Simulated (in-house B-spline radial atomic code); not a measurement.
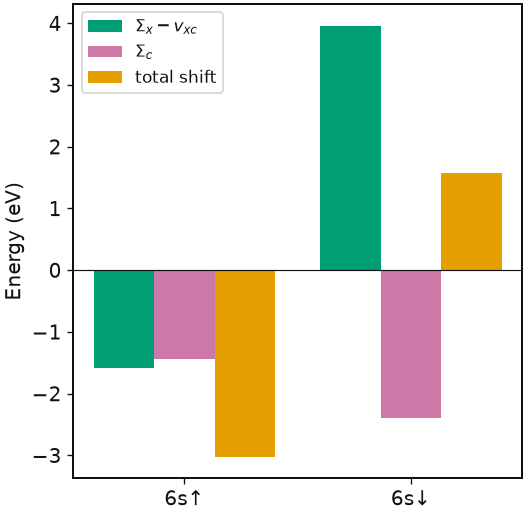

Parts of the G₀W₀ correction to each level for Lu²⁺ ([Xe] 4f¹⁴ 6s). All-electron spherical atom, scalar X2C, PBE with 20 % exact exchange start, no spin-orbit coupling, Breit or QED terms; computed with a B-spline radial code. The quasi-particle equation is solved at full frequency; levels of low quasi-particle weight Z are left out.

Q: What does the figure show?

A: G₀W₀ moves the highest occupied level, 6s↑, from −18.48 to −21.50 eV (renormalisation factor Z = 0.94); the measured removal energy is 20.96 eV, so the error is +0.54 eV. The empty level 6s↓ goes from −16.02 to −14.45 eV.

```json
{"Level": "6s↑", "Mean field (eV)": "−18.48", "Σx − vxc (eV)": "−1.59", "Σc (eV)": "−1.44", "Z": "0.94", "G₀W₀ (eV)": "−21.50"}
{"Level": "6s↓", "Mean field (eV)": "−16.02", "Σx − vxc (eV)": "3.96", "Σc (eV)": "−2.39", "Z": "0.75", "G₀W₀ (eV)": "−14.45"}
```
